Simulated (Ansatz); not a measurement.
**BH6NSeSi: two geometries relaxed**

Are the two ends of the shift of H5 from N1 to B2 separate minima, and which lies lower? Each is relaxed from a guess. SMILES of the start: NB[Se][SiH3].

Program: Ansatz 0.2.0. Level of theory: RKS B3LYP-D4/def2-SVP. These are calculated values, not measurements.

## (1) The system as given

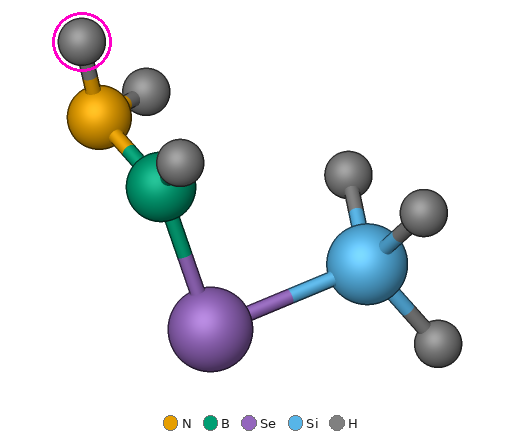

Start, viewed from a free direction; nitrogen amber, boron teal, selenium purple, silicon blue, hydrogen grey. Ringed: H5.

As a file:

```xyz
10

N    -0.4102    1.8280   -0.7890
B     0.0979    0.5271   -1.2448
Se    1.7167   -0.2125   -0.3746
Si    0.5385   -1.3076    1.1627
H    -1.3216    2.0404   -1.3775
H    -0.7570    1.7808    0.1930
H    -0.3920   -0.0740   -2.1112
H    -0.4005   -2.2286    0.4622
H    -0.3237   -0.3309    1.9786
H     1.3351   -2.0739    2.1035
```

## (2) Relaxing end A

The input, input.yaml:

```yaml
crystal:
  periodic: [false, false, false]
  atoms:
    - { symbol: "N", position_ang: [-0.4102, 1.828, -0.789] }
    - { symbol: B, position_ang: [0.0979, 0.5271, -1.2448] }
    - { symbol: Se, position_ang: [1.7167, -0.2125, -0.3746] }
    - { symbol: Si, position_ang: [0.5385, -1.3076, 1.1627] }
    - { symbol: H, position_ang: [-1.3216, 2.0404, -1.3775] }
    - { symbol: H, position_ang: [-0.757, 1.7808, 0.193] }
    - { symbol: H, position_ang: [-0.392, -0.074, -2.1112] }
    - { symbol: H, position_ang: [-0.4005, -2.2286, 0.4622] }
    - { symbol: H, position_ang: [-0.3237, -0.3309, 1.9786] }
    - { symbol: H, position_ang: [1.3351, -2.0739, 2.1035] }
basis:
  gaussian: { orbitals: def2-SVP }
hamiltonian:
  xc: b3lyp
  dispersion: d4
relax:
  f_tol: 0.02
  max_steps: 50
```

The run is started by

```
ansatz run input.yaml --threads 2 --pin off --max-ram 3072MiB --backend cpu --events-out ev --progress --plain --runs-dir out
```

Log, shortened:

```text
Warning: RAYON_NUM_THREADS=2 ignored (pool sized by the plan → 2); use --threads N
[...]
Functional definition: B3LYP
[...]
1156 factors; integrals over basis functions are off by at most 3.4e-4 eV
[...]
mean field -75482.00859248 eV, -2773.9126522305 hartree, gradient 5.4e-5 eV, S^2 0.000000; 0 other end points of the search recorded, 0 dependent functions left out
[...]
reference -75482.00885539 eV, -2773.9126618925 hartree; 33, 33 occupied and 75, 75 virtual orbitals, 1156 factors
relax step   1: F+E_penalty+E_count = -75482.38617434 eV  Δ(F+E_penalty+E_count) = +0.000e0 eV  max|allowed force component| = 2.985e0 eV/Å  Δτ_max = 0.0000 Å  (26 SCF iters, accepted)
[...]
relax step   3: F+E_penalty+E_count = -75483.05866254 eV  Δ(F+E_penalty+E_count) = -1.856e-1 eV  max|allowed force component| = 2.778e0 eV/Å  Δτ_max = 0.1947 Å  (29 SCF iters, accepted)
[...]
relax step   5: F+E_penalty+E_count = -75483.31593103 eV  Δ(F+E_penalty+E_count) = -1.219e-1 eV  max|allowed force component| = 2.769e-1 eV/Å  Δτ_max = 0.1998 Å  (28 SCF iters, accepted)
[...]
relax step   7: F+E_penalty+E_count = -75483.33778112 eV  Δ(F+E_penalty+E_count) = -2.185e-2 eV  max|allowed force component| = 1.924e-1 eV/Å  Δτ_max = 0.0978 Å  (28 SCF iters, accepted)
[...]
relax step   9: F+E_penalty+E_count = -75483.36944968 eV  Δ(F+E_penalty+E_count) = -1.999e-2 eV  max|allowed force component| = 2.653e-1 eV/Å  Δτ_max = 0.1497 Å  (28 SCF iters, accepted)
[...]
relax step  10: F+E_penalty+E_count = -75483.39538883 eV  Δ(F+E_penalty+E_count) = -2.594e-2 eV  max|allowed force component| = 4.973e-1 eV/Å  Δτ_max = 0.1956 Å  (27 SCF iters, accepted)
[...]
relax step  11: F+E_penalty+E_count = -75483.41523614 eV  Δ(F+E_penalty+E_count) = -1.985e-2 eV  max|allowed force component| = 8.222e-1 eV/Å  Δτ_max = 0.1975 Å  (28 SCF iters, accepted)
[...]
1156 factors; integrals over basis functions are off by at most 4.1e-4 eV
```

## (3) The log goes on: end point A relaxed

The log, continued, shortened:

```text
mean field -75483.05938112 eV, -2773.9512680008 hartree, gradient 1.4e-5 eV, S^2 0.000000; 0 other end points of the search recorded, 0 dependent functions left out
[...]
reference -75483.05964518 eV, -2773.9512777048 hartree; 33, 33 occupied and 75, 75 virtual orbitals, 1156 factors
relax step  12: F+E_penalty+E_count = -75483.44089446 eV  Δ(F+E_penalty+E_count) = -2.566e-2 eV  max|allowed force component| = 6.997e-1 eV/Å  Δτ_max = 0.1958 Å  (29 SCF iters, accepted)
[...]
relax step  18: F+E_penalty+E_count = -75483.52075096 eV  Δ(F+E_penalty+E_count) = -1.220e-3 eV  max|allowed force component| = 2.593e-2 eV/Å  Δτ_max = 0.0392 Å  (28 SCF iters, accepted)
[...]
relax step  19: F+E_penalty+E_count = -75483.52088305 eV  Δ(F+E_penalty+E_count) = -1.321e-4 eV  max|allowed force component| = 1.058e-2 eV/Å  Δτ_max = 0.0141 Å  (23 SCF iters, accepted)
[...]
Atom 0 at    -0.828563     1.212790    -0.755359 Å, force    -0.010576     0.000836     0.004805 eV/Å
Atom 1 at     0.240356     0.643487    -1.441422 Å, force     0.003992    -0.000622    -0.007834 eV/Å
Atom 2 at     1.447945    -0.754099    -0.745651 Å, force     0.001195    -0.005400     0.005477 eV/Å
Atom 3 at     0.463532    -1.198770     1.278582 Å, force     0.001356     0.003779    -0.002267 eV/Å
Atom 4 at    -1.401531     1.932995    -1.180040 Å, force    -0.001268     0.002568    -0.001122 eV/Å
Atom 5 at    -1.095780     1.000235     0.198841 Å, force     0.006244    -0.001350    -0.002514 eV/Å
Atom 6 at     0.495548     1.004781    -2.561835 Å, force    -0.000391     0.002674     0.002190 eV/Å
Atom 7 at    -0.808703    -1.962576     1.123084 Å, force    -0.001103    -0.001174     0.000517 eV/Å
Atom 8 at     0.143052     0.068174     2.004602 Å, force    -0.000061    -0.000141     0.000269 eV/Å
Atom 9 at     1.427343    -1.998217     2.082099 Å, force     0.000612    -0.001170     0.000479 eV/Å
Dipole moment:    -0.452078     0.282384     0.205524 e Å
```

Run time: 63 s. Hardware: 2 threads of Arm Neoverse V2, shared host; peak memory 0.25 GiB.

The steps of the relaxation:

| step | energy from step 1 (eV) | largest force component (eV/Å) |
| --- | --- | --- |
| 1 | 0.0000 | 2.9849 |
| 2 | -0.4869 | 1.7315 |
| 3 | -0.6725 | 2.7781 |
| 4 | -0.8079 | 1.8861 |
| 5 | -0.9298 | 0.2769 |
| 6x | -0.8938 | 0.3591 |
| 7 | -0.9516 | 0.1924 |
| 8 | -0.9633 | 0.1484 |
| 9 | -0.9833 | 0.2653 |
| 10 | -1.0092 | 0.4973 |
| 11 | -1.0291 | 0.8222 |
| 12 | -1.0547 | 0.6997 |
| 13 | -1.1043 | 0.3261 |
| 14 | -1.1055 | 0.5680 |
| 15 | -1.1259 | 0.1894 |
| 16 | -1.1299 | 0.0494 |
| 17 | -1.1334 | 0.0654 |
| 18 | -1.1346 | 0.0259 |
| 19 | -1.1347 | 0.0106 |

Step 1 is the start. 1 step was tried and not accepted (marked x).

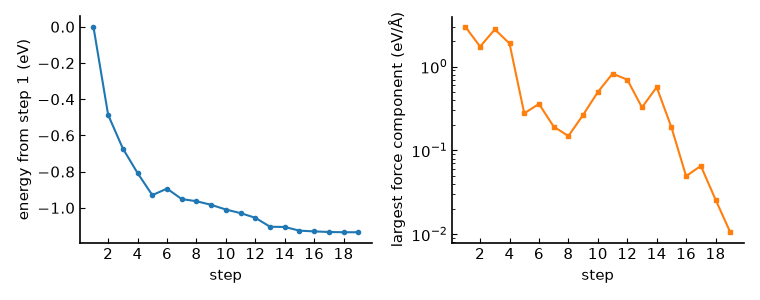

How energy and force went from step to step.

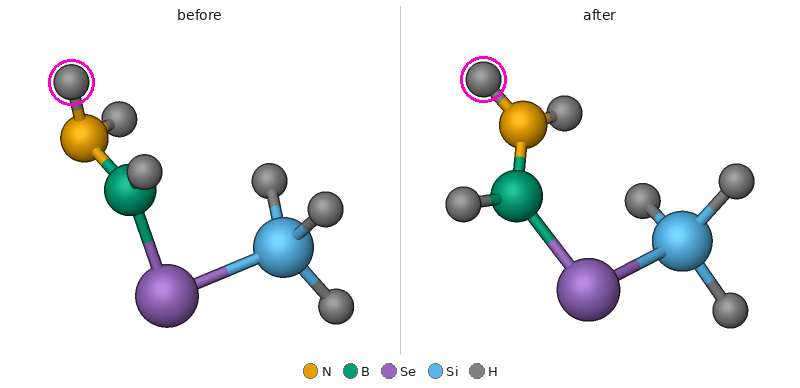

Before and after, at one scale.

After: Bond lengths: N1–B2 1.392 Å, B2–Se3 1.974 Å, Se3–Si4 2.294 Å, N1–H5 1.014 Å, N1–H6 1.013 Å, B2–H7 1.205 Å, Si4–H8 1.492 Å, Si4–H9 1.495 Å, Si4–H10 1.488 Å. Angles: N1–B2–Se3 125.9°, N1–B2–H7 119.9°, Se3–B2–H7 114.2°, B2–N1–H5 121.2°, B2–N1–H6 125.5°, H5–N1–H6 113.2°, B2–Se3–Si4 100.7°, Se3–Si4–H8 111.9°, Se3–Si4–H9 110.9°, Se3–Si4–H10 107.6°, H8–Si4–H9 107.6°, H8–Si4–H10 109.5°, H9–Si4–H10 109.4°.

## (4) Relaxing end B

The second end starts from a geometry with the move made by hand.

input.yaml: that of step 2 with these lines changed.

```diff
@@ -7,3 +7,3 @@
     - { symbol: Si, position_ang: [0.5385, -1.3076, 1.1627] }
-    - { symbol: H, position_ang: [-1.3216, 2.0404, -1.3775] }
+    - { symbol: H, position_ang: [-1.00445, 0.90667, -1.34302] }
     - { symbol: H, position_ang: [-0.757, 1.7808, 0.193] }
@@ -21 +21,3 @@
   max_steps: 50
+output:
+  orbitals: {}
```

The run is started by

```
ansatz run input.yaml --threads 2 --pin off --max-ram 3072MiB --backend cpu --events-out ev --progress --plain --runs-dir out
```

Log, shortened:

```text
Warning: RAYON_NUM_THREADS=2 ignored (pool sized by the plan → 2); use --threads N
[...]
Functional definition: B3LYP
[...]
1155 factors; integrals over basis functions are off by at most 4.7e-4 eV
[...]
mean field -75479.04661843 eV, -2773.8038016918 hartree, gradient 2.8e-5 eV, S^2 0.000000; 0 other end points of the search recorded, 0 dependent functions left out
[...]
reference -75479.04687289 eV, -2773.8038110430 hartree; 33, 33 occupied and 75, 75 virtual orbitals, 1155 factors
relax step   1: F+E_penalty+E_count = -75479.42932867 eV  Δ(F+E_penalty+E_count) = +0.000e0 eV  max|allowed force component| = 5.267e0 eV/Å  Δτ_max = 0.0000 Å  (28 SCF iters, accepted)
[...]
relax step   5: F+E_penalty+E_count = -75482.88939082 eV  Δ(F+E_penalty+E_count) = -4.367e-1 eV  max|allowed force component| = 1.443e0 eV/Å  Δτ_max = 0.1949 Å  (28 SCF iters, accepted)
[...]
Total energy: -75483.52095841 eV, -2773.9682306533 hartree
Atom 0 at    -0.858198     1.024750    -0.804879 Å, force     0.009203    -0.008941     0.015456 eV/Å
Atom 1 at     0.286886     0.539298    -1.431244 Å, force    -0.019407     0.008113    -0.002018 eV/Å
Atom 2 at     1.570747    -0.747560    -0.662770 Å, force     0.002613     0.004538     0.001701 eV/Å
Atom 3 at     0.530720    -1.263841     1.315491 Å, force    -0.003225     0.006966     0.010220 eV/Å
Atom 4 at    -1.467104     1.691059    -1.266308 Å, force     0.003432    -0.002777     0.001294 eV/Å
Atom 5 at    -1.152423     0.802057     0.139303 Å, force     0.007199    -0.001670    -0.014324 eV/Å
Atom 6 at     0.563999     0.910327    -2.543091 Å, force     0.002630     0.002900    -0.001413 eV/Å
Atom 7 at    -0.690018    -2.093336     1.097186 Å, force    -0.002880    -0.004894     0.004436 eV/Å
Atom 8 at     0.110317    -0.028267     2.045638 Å, force     0.003772    -0.001620    -0.014235 eV/Å
Atom 9 at     1.505424    -2.019417     2.148054 Å, force    -0.003337    -0.002616    -0.001115 eV/Å
Dipole moment:    -0.483344     0.246848     0.179837 e Å
```

It took 56 s on 2 threads of Arm Neoverse V2, shared host; peak memory 0.25 GiB.

Step by step:

| step | energy from step 1 (eV) | largest force component (eV/Å) |
| --- | --- | --- |
| 1 | 0.0000 | 5.2667 |
| 2 | -1.3819 | 3.8650 |
| 3 | -2.3287 | 2.6885 |
| 4 | -3.0234 | 2.4695 |
| 5 | -3.4601 | 1.4433 |
| 6 | -3.7124 | 1.6271 |
| 7 | -3.8358 | 1.0461 |
| 8 | -3.8399 | 2.4395 |
| 9 | -3.9286 | 0.7357 |
| 10 | -3.9760 | 0.8020 |
| 11 | -4.0087 | 0.4534 |
| 12 | -4.0472 | 0.4029 |
| 13 | -4.0533 | 0.5041 |
| 14 | -4.0867 | 0.0657 |
| 15x | -4.0799 | 0.1044 |
| 16 | -4.0900 | 0.0501 |
| 17 | -4.0914 | 0.0194 |

Step 1 is the start. 1 step was tried and not accepted (marked x).

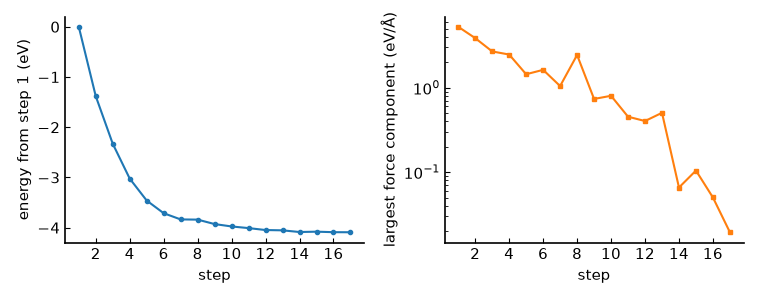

How energy and force went from step to step.

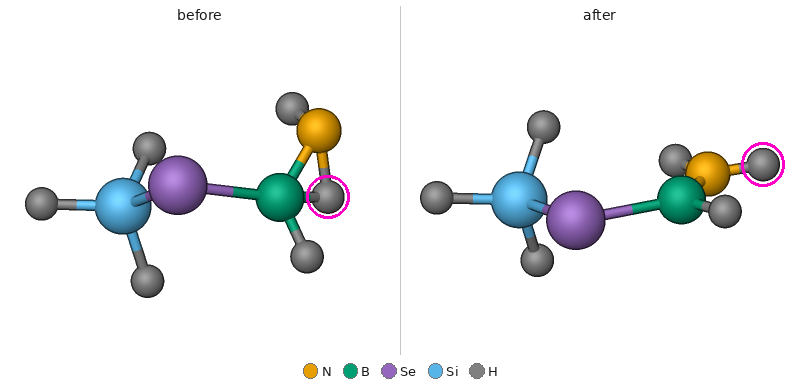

The structure before (left) and after (right), drawn at the same scale.

After: Bond lengths: N1–B2 1.393 Å, B2–Se3 1.974 Å, Se3–Si4 2.294 Å, N1–H5 1.014 Å, N1–H6 1.014 Å, B2–H7 1.204 Å, Si4–H8 1.492 Å, Si4–H9 1.495 Å, Si4–H10 1.488 Å. Angles: N1–B2–Se3 126.0°, N1–B2–H7 119.8°, Se3–B2–H7 114.2°, B2–N1–H5 121.2°, B2–N1–H6 125.5°, H5–N1–H6 113.2°, B2–Se3–Si4 100.8°, Se3–Si4–H8 111.7°, Se3–Si4–H9 111.3°, Se3–Si4–H10 107.4°, H8–Si4–H9 107.5°, H8–Si4–H10 109.6°, H9–Si4–H10 109.3°.

Pairs that crossed the distance rule for bonds on the way: came closer N1–H5; moved apart B2–H5.

## (5) Summary of results

```
                           quantity                     value
                              end A  17 moves, 1.135 eV lower
                              end B  15 moves, 4.091 eV lower
largest difference between the ends                    0.04 Å
            end B relative to end A                 +0.000 eV
```

In words: Both starts fell into the same minimum (no atom differs by more than 0.04 Å), so from this start no second minimum was found and no band was run; another arrangement could still be one.
